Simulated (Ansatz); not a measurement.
# C3H8BFSi: the cost of one run

Method: RKS B3LYP/cc-pVDZ, in Ansatz 0.2.0.

**1. The starting structure**

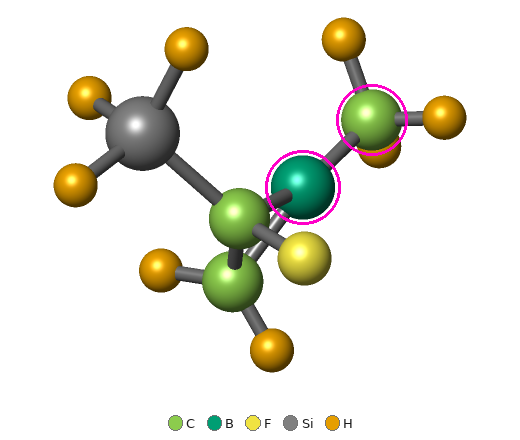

Start, viewed from a free direction; carbon green, boron teal, fluorine yellow, silicon grey, hydrogen amber. Ringed: C1, B2.

Coordinates:

```xyz
14

C    -1.2193   -1.0801    1.5833
B    -0.4905   -0.6851    0.2392
C     0.4798   -1.0360   -0.9974
C     0.0050    0.3229   -0.9536
F    -1.0785    0.5394   -1.8803
Si    1.0352    1.7489   -0.4390
H    -1.0138   -2.0777    1.8707
H    -2.3196   -0.9098    1.3923
H    -0.9457   -0.3270    2.4208
H     1.5685   -1.1459   -0.6274
H     0.0507   -1.7490   -1.6844
H     2.0280    1.2841    0.5829
H     0.1617    2.8327    0.1211
H     1.7256    2.2533   -1.5993
```

**2. Relaxing end A**

input.yaml reads:

```yaml
crystal:
  periodic: [false, false, false]
  atoms:
    - { symbol: C, position_ang: [-1.2193, -1.0801, 1.5833] }
    - { symbol: B, position_ang: [-0.4905, -0.6851, 0.2392] }
    - { symbol: C, position_ang: [0.4798, -1.036, -0.9974] }
    - { symbol: C, position_ang: [0.005, 0.3229, -0.9536] }
    - { symbol: F, position_ang: [-1.0785, 0.5394, -1.8803] }
    - { symbol: Si, position_ang: [1.0352, 1.7489, -0.439] }
    - { symbol: H, position_ang: [-1.0138, -2.0777, 1.8707] }
    - { symbol: H, position_ang: [-2.3196, -0.9098, 1.3923] }
    - { symbol: H, position_ang: [-0.9457, -0.327, 2.4208] }
    - { symbol: H, position_ang: [1.5685, -1.1459, -0.6274] }
    - { symbol: H, position_ang: [0.0507, -1.749, -1.6844] }
    - { symbol: H, position_ang: [2.028, 1.2841, 0.5829] }
    - { symbol: H, position_ang: [0.1617, 2.8327, 0.1211] }
    - { symbol: H, position_ang: [1.7256, 2.2533, -1.5993] }
basis:
  gaussian: { orbitals: cc-pVDZ }
hamiltonian:
  xc: b3lyp
relax:
  f_tol: 0.015
  max_steps: 40
output:
  orbitals: {}
```

Run with:

```
> ansatz run input.yaml --threads 2 --pin off --max-ram 3072MiB --backend cpu --events-out ev --progress --plain --runs-dir out
```

**Question.** How long does this run take on 2 threads of Arm Neoverse V2, shared host, and how much memory does it need?

About 59 s, with a peak of 0.32 GiB.
